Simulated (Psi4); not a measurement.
Run report: BSiH₄O₂F, single-point calculation

- system: BSiH₄O₂F
- method: PBE/aug-cc-pVDZ, RKS (Psi4 1.11)

The geometry comes from this level: PBE0-D4/def2-TZVP.

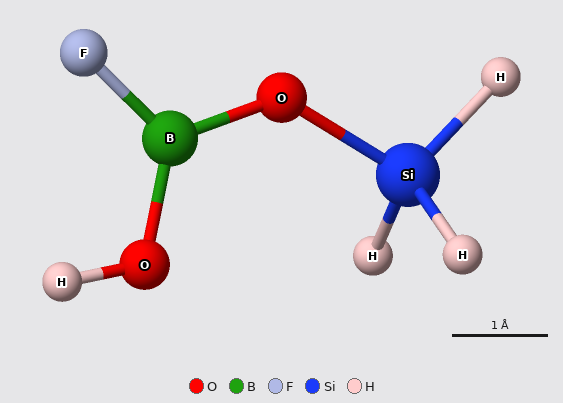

Figure 1. The input geometry (ball-and-stick view, seen at a tilt). Bond lengths as drawn: B–F 1.33 Å, B–O 1.35 to 1.36 Å, H–O 0.96 Å, H–Si 1.48 Å and O–Si 1.65 Å.

The input (calc.dat):
```
memory 1600 MB

molecule system {
  O     -3.05020694     1.05201053     0.74455209
  B     -0.74719771     2.18660210     0.66650640
  F     -0.52402105     4.63134079     1.24325082
  O      1.33962685     0.88231313     0.01171630
  Si     1.76538215    -2.10685566    -0.80313360
  H     -4.38888892     2.17299607     1.23606986
  H      4.50113866    -2.40732211    -1.30561178
  H      0.29196269    -2.69777302    -3.11389071
  H      0.97925608    -3.80023924     1.28841527
  units bohr
  symmetry c1
}

set globals {
  basis aug-cc-pVDZ
  puream true
  scf_type direct
  dft_radial_points 99
  dft_spherical_points 590
  ints_tolerance 1e-05
  maxiter 60
}

E, wfn = energy("pbe", return_wfn=True)
```

Launched with:
```bash
psi4 -i calc.dat -o calc.out -n 1
```

What the program printed:
```
Psi4 1.11 release

   => Loading Basis Set <=

    Name: AUG-CC-PVDZ
    Role: ORBITAL
    Keyword: BASIS

         ---------------------------------------------------------
                                   SCF
                              RKS Reference
                        1 Threads,   1525 MiB Core
         ---------------------------------------------------------

  ==> Geometry <==

    Molecular point group: c1
    Full point group: C1

    Geometry (in Bohr), charge = 0, multiplicity = 1:

       Center              X                  Y                   Z               Mass
    ------------   -----------------  -----------------  -----------------  -----------------
         O           -3.105969344859     0.230018103157     0.545894639813    15.994914619570
         B           -0.802960114859     1.364609673157     0.467848949813    11.009305360000
         F           -0.579783454859     3.809348363157     1.044593369813    18.998403162730
         O            1.283864445141     0.060320703157    -0.186941150187    15.994914619570
         SI           1.709619745141    -2.928848086843    -1.001791050187    27.976926534650
         H           -4.444651324859     1.351003643157     1.037412409813     1.007825032230
         H            4.445376255141    -3.229314536843    -1.504269230187     1.007825032230
         H            0.236200285141    -3.519765446843    -3.312548160187     1.007825032230
         H            0.923493675141    -4.622231666843     1.089757819813     1.007825032230

  Running in c1 symmetry.

  Rotational constants: A =      0.30896  B =      0.07639  C =      0.06260 [cm^-1]
  Rotational constants: A =   9262.27949  B =   2290.13969  C =   1876.68572 [MHz]
  Nuclear repulsion =  222.106224998276275

  Charge       = 0
  Multiplicity = 1
  Electrons    = 48
  Nalpha       = 24
  Nbeta        = 24

  ==> Algorithm <==

  SCF Algorithm Type is DIRECT.
  DIIS enabled.
  MOM disabled.
  Fractional occupation disabled.
  Guess Type is SAD.
  Energy threshold   = 1.00e-06
  Density threshold  = 1.00e-06
  Integral threshold = 1.00e-05

  ==> Primary Basis <==

  Basis Set: AUG-CC-PVDZ
    Blend: AUG-CC-PVDZ
    Number of shells: 67
    Number of basis functions: 155
    Number of Cartesian functions: 165
    Spherical Harmonics?: true
    Max angular momentum: 2

  ==> DFT Potential <==

   => LibXC <=

    Version 7.1.2

   => Composite Functional: PBE <=

    PBE GGA Exchange-Correlation Functional

    Deriv               =              1
    GGA                 =           TRUE
    Meta                =          FALSE

    Exchange Hybrid     =          FALSE
    MP2 Hybrid          =          FALSE

   => Exchange Functionals <=

    1.0000     XC_GGA_X_PBE

   => Correlation Functionals <=

    1.0000     XC_GGA_C_PBE

   => LibXC Density Thresholds  <==

    XC_GGA_C_PBE:  1.00E-12
    XC_GGA_X_PBE:  1.00E-15

   => Molecular Quadrature <=

    Radial Scheme          =       TREUTLER
    Pruning Scheme         =           NONE
    Nuclear Scheme         =       TREUTLER

    Blocking Scheme        =         OCTREE
    BS radius alpha        =              1
    Pruning alpha          =              1
    Radial Points          =             99
    Spherical Points       =            590
    Total Points           =         503369
    Total Blocks           =           3595
    Max Points             =            256
    Max Functions          =            155
    Weights Tolerance      =       1.00E-15

   => Loading Basis Set <=

    Name: (AUG-CC-PVDZ AUX)
    Role: JKFIT
    Keyword: DF_BASIS_SCF

  Starting with a DF guess...

  ==> Integral Setup <==

  DFHelper Memory: AOs need 0.108 GiB; user supplied 0.108 GiB.
  SCF_SUBTYPE=INCORE selected. In-core MEM_DF algorithm will be used.
  Using in-core AOs.

  ==> MemDFJK: Density-Fitted J/K Matrices <==

    J tasked:                   Yes
    K tasked:                    No
    wK tasked:                   No
    Memory [MiB]:               110
    Algorithm:                 Core
    Schwarz Cutoff:           1E-05
    Mask sparsity (%):       5.3944
    Fitting Condition:        1E-10

   => Auxiliary Basis Set <=

  Basis Set: (AUG-CC-PVDZ AUX)
    Blend: AUG-CC-PVDZ-JKFIT
    Number of shells: 200
    Number of basis functions: 600
    Number of Cartesian functions: 694
    Spherical Harmonics?: true
    Max angular momentum: 3

  Cached 50.0% of DFT collocation blocks in 0.969 [GiB].

  Minimum eigenvalue in the overlap matrix is 1.4211626230E-04.
  Reciprocal condition number of the overlap matrix is 1.4493341107E-05.
    Using symmetric orthogonalization.

  ==> Pre-Iterations <==

  SCF Guess: Superposition of Atomic Densities via on-the-fly atomic UHF (no occupation information).

   -------------------------
    Irrep   Nso     Nmo
   -------------------------
     A        155     155
   -------------------------
    Total     155     155
   -------------------------

  ==> Iterations <==

                           Total Energy        Delta E     RMS |[F,P]|

   @DF-RKS iter SAD:  -566.16549744496047   -5.66165e+02   0.00000e+00
   @DF-RKS iter   1:  -566.36593277367774   -2.00435e-01   6.90468e-03 ADIIS/DIIS
   @DF-RKS iter   2:  -564.60437435896472    1.76156e+00   1.45024e-02 ADIIS/DIIS
   @DF-RKS iter   3:  -566.78920686775223   -2.18483e+00   1.59094e-03 ADIIS/DIIS
   @DF-RKS iter   4:  -566.79580019141724   -6.59332e-03   1.47601e-03 ADIIS/DIIS
   @DF-RKS iter   5:  -566.81299784283249   -1.71977e-02   2.10478e-04 ADIIS/DIIS
   @DF-RKS iter   6:  -566.81340290824437   -4.05065e-04   1.08749e-04 ADIIS/DIIS
   @DF-RKS iter   7:  -566.81350454166238   -1.01633e-04   2.36609e-05 DIIS
   @DF-RKS iter   8:  -566.81351049907096   -5.95741e-06   4.73968e-06 DIIS
   @DF-RKS iter   9:  -566.81351076129044   -2.62219e-07   9.06648e-07 DIIS

  DF guess converged.

  ==> DirectJK: Integral-Direct J/K Matrices <==

    J tasked:                  Yes
    K tasked:                   No
    wK tasked:                  No
    Integrals threads:           1
    Screening Type:           CSAM
    Screening Cutoff:        1E-05
    Incremental Fock:           No

   @RKS iter  10:  -566.81349594699702   -5.66813e+02   1.86594e-04 ADIIS/DIIS
   @RKS iter  11:  -566.81369787858193   -2.01932e-04   6.25296e-06 DIIS
   @RKS iter  12:  -566.81369822791851   -3.49337e-07   2.23369e-06 DIIS
   @RKS iter  13:  -566.81369816645724    6.14613e-08   3.47015e-06 DIIS
   @RKS iter  14:  -566.81369827182891   -1.05372e-07   3.34625e-07 DIIS
  Energy and wave function converged.

  ==> Post-Iterations <==

   Electrons on quadrature grid:
      Ntotal   =   47.9999986490 ; deviation = -1.351e-06

    Orbital Energies [Eh]
    ---------------------

    Doubly Occupied:

       1A    -65.463338     2A    -24.286845     3A    -18.802619
       4A    -18.788129     5A     -6.606962     6A     -5.091473
       7A     -3.505259     8A     -3.501537     9A     -3.501487
      10A     -1.118062    11A     -0.969028    12A     -0.937966
      13A     -0.554513    14A     -0.522066    15A     -0.481350
      16A     -0.432937    17A     -0.417920    18A     -0.382386
      19A     -0.356884    20A     -0.350700    21A     -0.328396
      22A     -0.317482    23A     -0.291689    24A     -0.285126

    Virtual:

      25A     -0.040736    26A     -0.016176    27A     -0.006458
      28A      0.004967    29A      0.015058    30A      0.016500
      31A      0.024288    32A      0.033753    33A      0.040512
      34A      0.043104    35A      0.053191    36A      0.055545
      37A      0.070652    38A      0.084345    39A      0.091644
      40A      0.095853    41A      0.108306    42A      0.123589
      43A      0.126368    44A      0.140777    45A      0.148607
      46A      0.155975    47A      0.159362    48A      0.168636
      49A      0.171997    50A      0.191612    51A      0.214313
      52A      0.215576    53A      0.218273    54A      0.242411
      55A      0.244592    56A      0.246064    57A      0.260652
      58A      0.268484    59A      0.289129    60A      0.295511
      61A      0.321133    62A      0.332634    63A      0.351371
      64A      0.357503    65A      0.370739    66A      0.375501
      67A      0.377595    68A      0.385625    69A      0.391397
      70A      0.403385    71A      0.409028    72A      0.433316
      73A      0.442331    74A      0.454515    75A      0.462275
      76A      0.483565    77A      0.483923    78A      0.502778
      79A      0.531965    80A      0.546799    81A      0.553879
      82A      0.557501    83A      0.561298    84A      0.585013
      85A      0.603802    86A      0.631166    87A      0.661932
      88A      0.739470    89A      0.755705    90A      0.757679
      91A      0.785263    92A      0.799577    93A      0.805298
      94A      0.836296    95A      0.896591    96A      0.923997
      97A      0.934943    98A      0.968624    99A      0.997056
     100A      1.000370   101A      1.068888   102A      1.083425
     103A      1.110551   104A      1.136514   105A      1.141193
     106A      1.151845   107A      1.206229   108A      1.226220
     109A      1.273163   110A      1.302991   111A      1.338685
     112A      1.343754   113A      1.391088   114A      1.417851
     115A      1.449702   116A      1.484133   117A      1.504837
     118A      1.546126   119A      1.599180   120A      1.620542
     121A      1.674028   122A      1.675124   123A      1.711725
     124A      1.734405   125A      1.809957   126A      1.815327
     127A      1.844186   128A      1.894724   129A      1.908818
     130A      1.996807   131A      2.007442   132A      2.049793
     133A      2.124308   134A      2.156207   135A      2.235679
     136A      2.295269   137A      2.560968   138A      2.635805
     139A      2.795154   140A      3.149460   141A      3.174119
     142A      3.224982   143A      3.226317   144A      3.256342
     145A      3.274224   146A      3.387487   147A      3.426302
     148A      3.519135   149A      3.762111   150A      3.965687
     151A      4.377248   152A      4.425971   153A      4.457395
     154A      4.536529   155A      4.616417

    Final Occupation by Irrep:
              A
    DOCC [    24 ]
    NA   [    24 ]
    NB   [    24 ]

  @RKS Final Energy:  -566.81369827182891

   => Energetics <=

    Nuclear Repulsion Energy =            222.1062249982762751
    One-Electron Energy =               -1224.9795946215349431
    Two-Electron Energy =                 489.8309120482238086
    DFT Exchange-Correlation Energy =     -53.7712406967940666
    Empirical Dispersion Energy =           0.0000000000000000
    VV10 Nonlocal Energy =                  0.0000000000000000
    Total Energy =                       -566.8136982718289119

Computation Completed

Properties will be evaluated at   0.000000,   0.000000,   0.000000 [a0]

Properties computed using the SCF density matrix

 Multipole Moments:

 ------------------------------------------------------------------------------------
     Multipole            Electronic (a.u.)      Nuclear  (a.u.)        Total (a.u.)
 ------------------------------------------------------------------------------------

 L = 1.  Multiply by 2.5417464519 to convert [e a0] to [Debye]
 Dipole X            :         -1.7183909            1.2854045           -0.4329865
 Dipole Y            :          7.3846804           -7.5942871           -0.2096067
 Dipole Z            :          2.1183754           -2.1025089            0.0158665
 Magnitude           :                                                    0.4813149

 ------------------------------------------------------------------------------------

	total time  =         51 seconds =       0.85 minutes

    Psi4 run time: 0:00:50.32
```

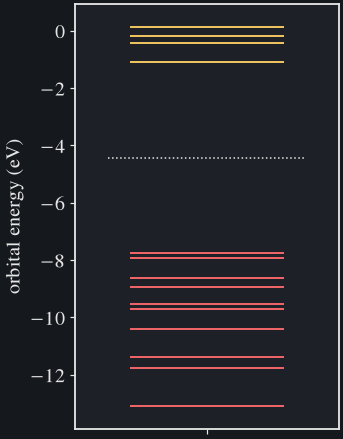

Figure 2. Orbital energies near the frontier; the dotted line parts filled from empty levels, and levels within 0.02 eV of each other stand side by side. Highest filled −7.76 eV, lowest empty −1.11 eV, 6.65 eV apart.

Key numbers:

| quantity | value |
| --- | --- |
| outcome | converged |
| total energy | −566.813698 hartree |
| basis functions | 155 |
| HOMO | −7.76 eV |
| LUMO | −1.11 eV |
| dipole moment | 1.22 D |
| hardware | 1 thread of Intel Xeon (Granite Rapids), 64 GiB of memory available, shared host |
| wall time | 52 s |
| peak memory | 1.4 GiB |

Notes:

Settings chosen away from the usual ones: ints_tolerance set to 1e-05 (from 0.0001). These settings are looser than, or depart from, a standard set-up, so the numbers are not reference values for this system.
